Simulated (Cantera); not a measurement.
Input: 1 mol Fe₂O₃, 1.1 mol SO₃, 6.1 mol N₂, at 17.0 mbar.

Method: chemical equilibrium by Gibbs-energy minimisation in Cantera with the NASA 1993 tables (ideal gas, pure condensed phases). Candidate condensed phases: Fe, FeO, FeS, FeSO₄, FeS₂, Fe₂O₃, Fe₂(SO₄)₃, Fe₃O₄, S; 19 gas species. Kinetics and transport are ignored.

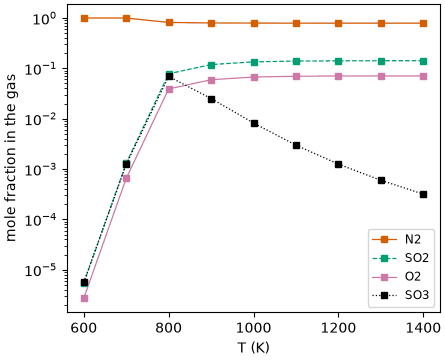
Fig. 1. Equilibrium gas composition (values under 1e-9 drawn at 1e-9)

Task: Read off the mole fractions at 600 K.

Result: N₂ about 1.00, SO₃ about 5.6e-6, SO₂ about 5.4e-6, O₂ about 2.7e-6.
